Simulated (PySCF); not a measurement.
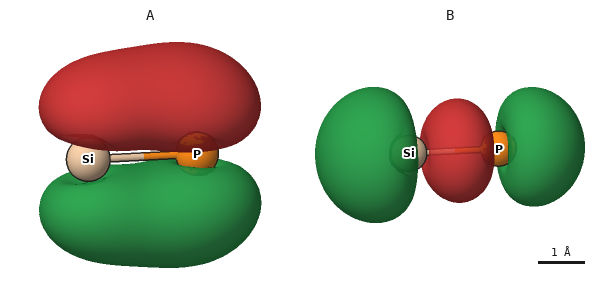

SiP (charge −1). Two frontier orbitals, each drawn at the value that holds 80 % of its norm (green and red are the two phases), in no order; of a degenerate pair one member is drawn.

All numbers below come from PySCF, PBE0/aug-pcseg-1, non-relativistic, at a bond length of 2.015 Å.

Question: Name the orbitals and rank them from lowest to highest energy.

Answer: Orbital B: σ, occupied, −1.26 eV; shared between the atoms (Si 55 %, P 45 %).
Orbital A: π, occupied, −1.17 eV; bonding, with no node between the atoms.
